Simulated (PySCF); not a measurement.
SMILES C[Si](C)([C]=C)C (C5H11Si), doublet at its GFN2-xTB optimised geometry (Å):

```
17

C     -1.0209    -2.1427    -2.6002
C     -1.0210    -1.5089    -1.4738
Si    -0.3073    -0.6688     0.0000
C     -0.9246     1.1349     0.0000
C     -0.9214    -1.5885     1.5530
C      1.6117    -0.6688     0.0000
H     -1.9359    -2.4398    -3.1024
H     -0.1180    -2.4305    -3.1380
H     -0.5474     1.6823     0.8590
H     -2.0086     1.1794     0.0322
H     -0.6013     1.6614    -0.8927
H     -2.0051    -1.5799     1.6125
H     -0.6016    -2.6259     1.5478
H     -0.5387    -1.1313     2.4609
H      2.0013    -0.1526    -0.8721
H      2.0086    -0.1750     0.8825
H      2.0006    -1.6823    -0.0156
```

Level of theory: unrestricted PBE0/def2-SVP (PySCF 2.14.0). Cells within 0.4 Å of a nucleus heavier than hydrogen are left out (blank, or x).

Map of the HOMO amplitude (α) (bohr^(-3/2)) on the plane z = 0.0 Å; orbital energy -5.92 eV, overall sign arbitrary:

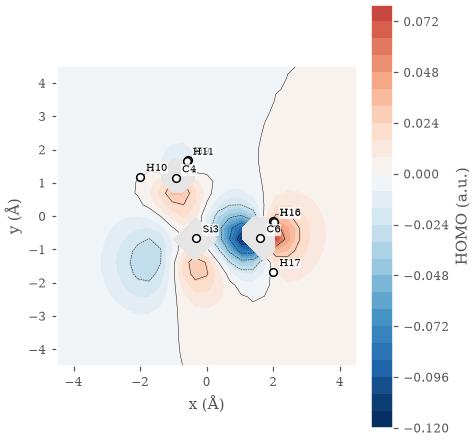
HOMO amplitude (α) (bohr^(-3/2)) on the plane z = 0.0 Å.
